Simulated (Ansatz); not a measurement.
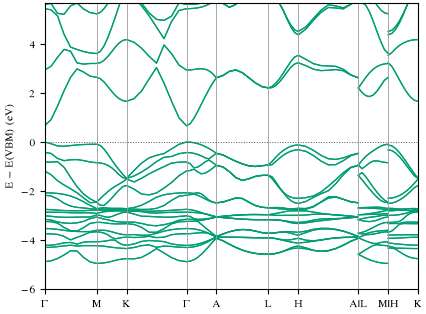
*Band structure from plane-wave PAW PBE with spin–orbit coupling (Ansatz code)*

Question: Read off the gap and where the band edges lie.

Answer: About 0.7 eV (0.66 eV by a search for the band edges); maximum at Γ, minimum at Γ.

The material is AgI (NiAs type, P6_3/mmc).

The start of the workflow was typed in or built on a structure type; neither database checked (COD, Materials Project) lists it. It is not the phase usual at ambient conditions (space group No. 186, 216). Symmetry was held in the PBE relaxation; its stability against distortions is not shown here. No spin polarisation was allowed.

Potentials: the later of the program's two PAW sets.
